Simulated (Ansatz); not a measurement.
## Run report: BSiH5O, geometry relaxation (part 2 of 2)

Continued. System: BSiH5O. Method: RKS PBE0-D4/def2-TZVP (Ansatz 0.2.0). 

Geometry of the input (Å):
```
B  -0.9165  0.8722  0.5312
H  -1.3319  1.1856  1.6127
H  -1.6469  0.8646  -0.4272
O  0.4428  0.8583  0.3511
Si 1.3233  0.5204  -0.9952
H  1.6249  -0.9379  -1.0294
H  0.5777  0.8852  -2.2285
H  2.5950  1.2772  -0.9185
```

```
mean field -10678.64872906 eV, -392.4331025449 hartree, gradient 3.1e-5 eV, S^2 0.000000; 1 other end points of the search recorded, 0 dependent functions left out
the calculation of the forces begins
reference -10678.64876246 eV, -392.4331037723 hartree; 16, 16 occupied and 113, 113 virtual orbitals, 808 factors
Total energy: -10678.74515845 eV, -392.4366462597 hartree
Atom 0 at    -0.906820     0.985398     0.516522 Å, force     0.000726     0.000150    -0.002039 eV/Å
Atom 1 at    -1.330210     1.056845     1.635468 Å, force    -0.000870     0.000146     0.001989 eV/Å
Atom 2 at    -1.601605     1.202884    -0.442515 Å, force    -0.000511     0.000063    -0.000632 eV/Å
Atom 3 at     0.386558     0.650627     0.349038 Å, force    -0.000719    -0.000130     0.004795 eV/Å
Atom 4 at     1.321718     0.452299    -1.005348 Å, force     0.000971    -0.000783    -0.004434 eV/Å
Atom 5 at     1.831820    -0.938909    -1.008010 Å, force     0.000001     0.001064     0.000150 eV/Å
Atom 6 at     0.514955     0.709592    -2.225536 Å, force     0.000325    -0.000160    -0.000128 eV/Å
Atom 7 at     2.451904     1.407013    -0.923395 Å, force     0.000079    -0.000350     0.000300 eV/Å
Dipole moment:     0.105961    -0.021670    -0.175578 e Å
```

**Trajectory as extended XYZ (Å, eV, eV/Å), 12 frames, from step=1 to step=12**
```
8
Properties=species:S:1:pos:R:3:forces:R:3 step=1 energy=-10678.65422
B    -0.9165    0.8722    0.5312    0.8141   1.2487  -0.2363
H    -1.3319    1.1856    1.6127    0.0412  -0.4227   0.0680
H    -1.6469    0.8646   -0.4272    0.0334  -0.4383   0.0304
O     0.4428    0.8583    0.3511   -1.1484  -0.2813   0.4806
Si    1.3233    0.5204   -0.9952    0.3460  -0.2652  -0.4481
H     1.6249   -0.9379   -1.0294   -0.0198   0.0855   0.0284
H     0.5777    0.8852   -2.2285   -0.0214   0.0346   0.0470
H     2.5950    1.2772   -0.9185   -0.0451   0.0386   0.0299
8
Properties=species:S:1:pos:R:3:forces:R:3 step=2 energy=-10678.57316 accepted=F
B    -0.9039    1.0642    0.4971    0.4027  -1.9190   0.4196
H    -1.3324    1.1049    1.6499    0.2285   0.5555  -0.6910
H    -1.6492    0.7975   -0.4454    0.3388   0.7136   0.2948
O     0.4452    0.8420    0.3567   -1.1650   0.6816   0.1997
Si    1.3241    0.5018   -0.9974    0.2279  -0.0291  -0.2735
H     1.6264   -0.9514   -1.0301   -0.0175   0.0284   0.0282
H     0.5732    0.8904   -2.2199   -0.0165  -0.0194   0.0240
H     2.5849    1.2764   -0.9147    0.0010  -0.0116  -0.0017
8
Properties=species:S:1:pos:R:3:forces:R:3 step=3 energy=-10678.71920
B    -0.8906    0.9642    0.5110   -1.0118  -0.0675   0.0646
H    -1.3270    1.1551    1.6125    0.0323   0.0594   0.0081
H    -1.6306    0.8502   -0.4379    0.0316   0.0666   0.0232
O     0.4193    0.8382    0.3554    1.1954  -0.2283  -0.3362
Si    1.3348    0.4917   -1.0042   -0.3427   0.2501   0.2613
H     1.6436   -0.9572   -1.0382    0.0105   0.0077   0.0440
H     0.5462    0.8869   -2.1978    0.0563  -0.0502  -0.0609
H     2.5725    1.2966   -0.9043    0.0283  -0.0379  -0.0042
8
Properties=species:S:1:pos:R:3:forces:R:3 step=4 energy=-10678.74034
B    -0.9109    0.9616    0.5191    0.0178  -0.0121  -0.0325
H    -1.3092    1.1680    1.6295    0.0040  -0.0177   0.0294
H    -1.6549    0.9464   -0.4272    0.0022   0.0201  -0.0153
O     0.4068    0.7434    0.3452   -0.0189   0.0289  -0.0108
Si    1.3283    0.4835   -1.0098   -0.0249  -0.0290   0.0576
H     1.7136   -0.9475   -1.0414    0.0133   0.0014  -0.0066
H     0.5615    0.8357   -2.2314   -0.0079   0.0002  -0.0012
H     2.5331    1.3346   -0.8878    0.0143   0.0082  -0.0205
8
Properties=species:S:1:pos:R:3:forces:R:3 step=5 energy=-10678.74305
B    -0.9031    0.9696    0.5136    0.0213  -0.0009   0.0300
H    -1.3259    1.1124    1.6257   -0.0101  -0.0045   0.0035
H    -1.6146    1.0433   -0.4545   -0.0094   0.0112  -0.0040
O     0.4124    0.7196    0.3649   -0.0258   0.0041  -0.0408
Si    1.3221    0.4738   -1.0013    0.0019   0.0320  -0.0085
H     1.7491   -0.9438   -1.0238    0.0114  -0.0266  -0.0042
H     0.5206    0.7922   -2.2127    0.0210  -0.0131   0.0307
H     2.5077    1.3587   -0.9157   -0.0103  -0.0023  -0.0066
8
Properties=species:S:1:pos:R:3:forces:R:3 step=6 energy=-10678.74447
B    -0.9072    0.9761    0.5160   -0.0048   0.0023  -0.0035
H    -1.3247    1.0889    1.6336   -0.0013  -0.0019   0.0043
H    -1.6201    1.1033   -0.4462   -0.0001   0.0057   0.0021
O     0.4002    0.6985    0.3528    0.0018  -0.0048  -0.0012
Si    1.3242    0.4662   -1.0043    0.0004   0.0021  -0.0011
H     1.7797   -0.9440   -1.0162    0.0043   0.0004   0.0009
H     0.5261    0.7608   -2.2217    0.0004  -0.0037  -0.0004
H     2.4901    1.3761   -0.9179   -0.0007  -0.0002  -0.0010
8
Properties=species:S:1:pos:R:3:forces:R:3 step=7 energy=-10678.74476
B    -0.9100    0.9835    0.5172    0.0002   0.0074  -0.0446
H    -1.3252    1.0594    1.6401   -0.0016   0.0010  -0.0264
H    -1.6171    1.1809   -0.4419    0.0524  -0.0161   0.0674
O     0.3885    0.6679    0.3450   -0.0501   0.0065   0.0104
Si    1.3234    0.4569   -1.0071    0.0242  -0.0178   0.0001
H     1.8197   -0.9409   -1.0059   -0.0127   0.0214  -0.0044
H     0.5224    0.7212   -2.2298    0.0044   0.0000   0.0029
H     2.4665    1.3970   -0.9215   -0.0167  -0.0024  -0.0053
8
Properties=species:S:1:pos:R:3:forces:R:3 step=8 energy=-10678.74495
B    -0.9085    0.9818    0.5167    0.0011   0.0094  -0.0172
H    -1.3267    1.0664    1.6376    0.0008  -0.0024  -0.0185
H    -1.6136    1.1680   -0.4438    0.0270  -0.0086   0.0348
O     0.3913    0.6705    0.3490   -0.0218  -0.0022  -0.0034
Si    1.3239    0.4573   -1.0053   -0.0037   0.0042  -0.0018
H     1.8121   -0.9423   -1.0099    0.0015   0.0111   0.0026
H     0.5222    0.7277   -2.2261   -0.0009  -0.0023   0.0018
H     2.4675    1.3963   -0.9220   -0.0042  -0.0092   0.0017
8
Properties=species:S:1:pos:R:3:forces:R:3 step=9 energy=-10678.74509
B    -0.9073    0.9834    0.5165    0.0007  -0.0013   0.0003
H    -1.3287    1.0638    1.6357   -0.0001   0.0002   0.0001
H    -1.6073    1.1803   -0.4432    0.0009   0.0016  -0.0004
O     0.3896    0.6619    0.3498   -0.0010   0.0002  -0.0009
Si    1.3225    0.4556   -1.0053    0.0003  -0.0015   0.0005
H     1.8199   -0.9402   -1.0096    0.0010   0.0000   0.0002
H     0.5182    0.7212   -2.2253   -0.0013   0.0000  -0.0001
H     2.4614    1.3997   -0.9222   -0.0006   0.0008   0.0003
8
Properties=species:S:1:pos:R:3:forces:R:3 step=10 energy=-10678.74508 accepted=F
B    -0.9072    0.9836    0.5164    0.0084   0.0296  -0.0015
H    -1.3300    1.0576    1.6352   -0.0043  -0.0099   0.0042
H    -1.6008    1.2048   -0.4425   -0.0043  -0.0100  -0.0027
O     0.3864    0.6496    0.3491   -0.0016  -0.0093   0.0064
Si    1.3218    0.4519   -1.0052   -0.0010   0.0012  -0.0072
H     1.8325   -0.9390   -1.0080    0.0012   0.0019   0.0000
H     0.5147    0.7092   -2.2252    0.0001  -0.0015  -0.0009
H     2.4509    1.4080   -0.9236    0.0015  -0.0020   0.0017
8
Properties=species:S:1:pos:R:3:forces:R:3 step=11 energy=-10678.74510
B    -0.9066    0.9858    0.5165   -0.0043  -0.0214  -0.0015
H    -1.3297    1.0590    1.6355    0.0015   0.0075   0.0003
H    -1.6042    1.1923   -0.4430    0.0023   0.0079   0.0006
O     0.3881    0.6560    0.3494    0.0002   0.0049   0.0031
Si    1.3222    0.4536   -1.0052   -0.0012   0.0027  -0.0034
H     1.8262   -0.9399   -1.0087    0.0008   0.0015   0.0007
H     0.5164    0.7150   -2.2252   -0.0002  -0.0014  -0.0004
H     2.4560    1.4039   -0.9231    0.0010  -0.0018   0.0006
8
Properties=species:S:1:pos:R:3:forces:R:3 step=12 energy=-10678.74512
B    -0.9068    0.9854    0.5165    0.0007   0.0001  -0.0020
H    -1.3302    1.0568    1.6355   -0.0009   0.0001   0.0020
H    -1.6016    1.2029   -0.4425   -0.0005   0.0001  -0.0006
O     0.3866    0.6506    0.3490   -0.0007  -0.0001   0.0048
Si    1.3217    0.4523   -1.0053    0.0010  -0.0008  -0.0044
H     1.8318   -0.9389   -1.0080    0.0000   0.0011   0.0001
H     0.5150    0.7096   -2.2255    0.0003  -0.0002  -0.0001
H     2.4519    1.4070   -0.9234    0.0001  -0.0003   0.0003
```

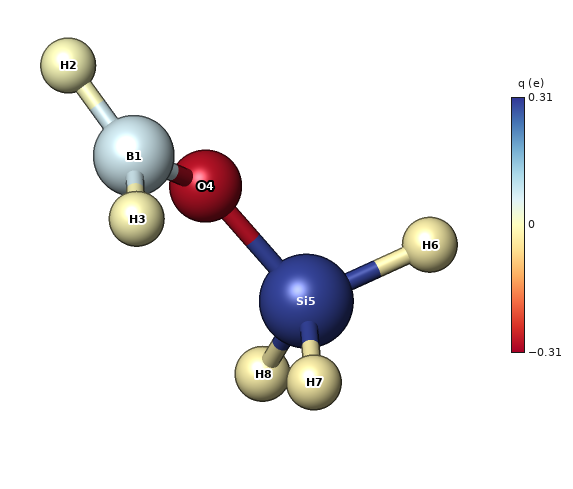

Figure 1. Mulliken charges, as the colour of each atom (ball-and-stick view, seen at a tilt; atoms are numbered from 1 in the order of the input). By element: B +0.08, H −0.03 to 0.00, O −0.29 and Si +0.29 e.
